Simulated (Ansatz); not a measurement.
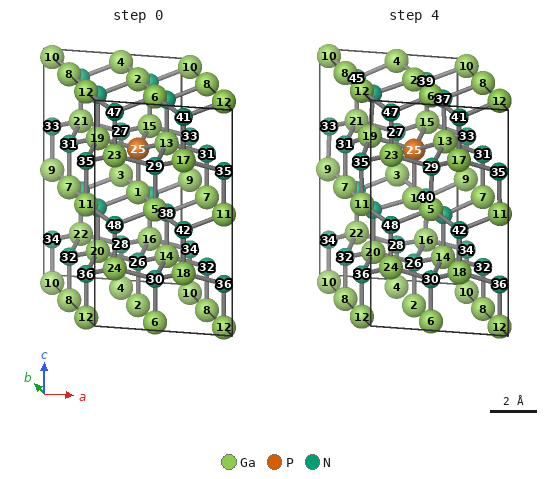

The structure of a defect cell of composition Ga24PN23 before (left) and after (right) a relaxation, at one scale.

Style: ball-and-stick. Shown: the cell of the calculation (origin shifted), slightly off an axis.

All numbers below come from DFT, PBE, plane-wave PAW, default files, scalar-relativistic, frozen cores (Ansatz). Set-up: plane-wave cutoff 420 eV; k-point mesh 4 × 3 × 3; occupations fermi dirac; smearing width 0.01 eV; no spin polarisation; potentials kind: paw, frozen_core: stored; atoms relaxed in a fixed cell; force threshold 0.02 eV/Å; at most 50 steps.

Summarise the run.

After 4 geometry steps the energy has fallen by 3.414 eV per cell of the calculation. Largest force component: 7.4 eV/Å at the start, 0.0041 eV/Å at the end. The atom that moves furthest is a Ga atom (0.27 Å along −c). By element the largest moves are Ga 0.27 Å, N 0.11 Å, P 0.06 Å. The cell doesn't change. Near-neighbour distances that change, for instance: Ga–P 1.930 → 2.182 Å, Ga–P 1.989 → 2.197 Å, Ga–N 1.989 → 1.924 Å, Ga–N 1.989 → 1.947 Å. Bond angles that change, for instance: Ga–N–Ga 111.0° → 98.3°, P–Ga–N 111.0° → 101.5°, Ga–N–Ga 111.0° → 102.1°. The run took 5.5 min on 4 threads of Intel(R) Xeon(R) Platinum 8259CL CPU @ 2.50GHz (Skylake/Cascade Lake), with other jobs on the host, peak memory 4.8 GiB.

Limits of the set-up: the periodic images lie only 6.4 Å apart, so the values are limited by the cell's size.
